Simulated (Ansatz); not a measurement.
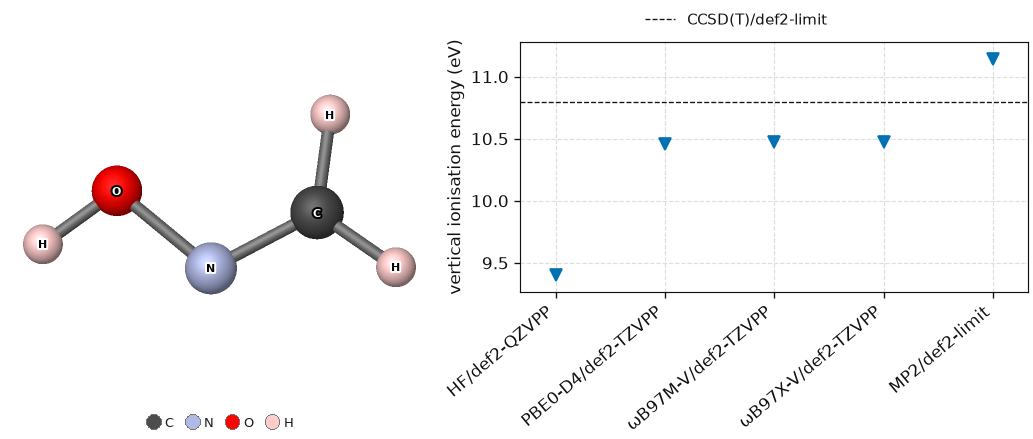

Vertical ionisation energy of CH₃NO, SMILES C=NO, taken as the energy of the cation less that of the neutral at fixed geometry (unrestricted doublet cation, cores frozen in correlated methods, no spin-orbit coupling), the Ansatz code 0.2.0, at a PBE0-D4/def2-TZVP geometry (a minimum by its frequencies). Limit means an estimate of the basis limit from triple and quadruple zeta; for coupled cluster it is either extrapolated directly or built as the MP2 limit plus the step from MP2 in triple zeta.

Question: Which level comes closest to the line (CCSD(T)/def2-limit), and which misses most?

Answer: Closest ωB97X-V/def2-TZVPP (10.48 eV) and ωB97M-V/def2-TZVPP (10.48 eV), against 10.80 eV; farthest HF/def2-QZVPP (9.40 eV).

Question: Give the values.

Answer:
| level | eV | less CCSD(T)/def2-limit |
| --- | --- | --- |
| HF/def2-QZVPP | 9.40 | −1.39 |
| PBE0-D4/def2-TZVPP | 10.46 | −0.34 |
| ωB97M-V/def2-TZVPP | 10.48 | −0.32 |
| ωB97X-V/def2-TZVPP | 10.48 | −0.32 |
| MP2/def2-limit | 11.14 | 0.35 |
| CCSD(T)/def2-limit | 10.80 | 0.00 |
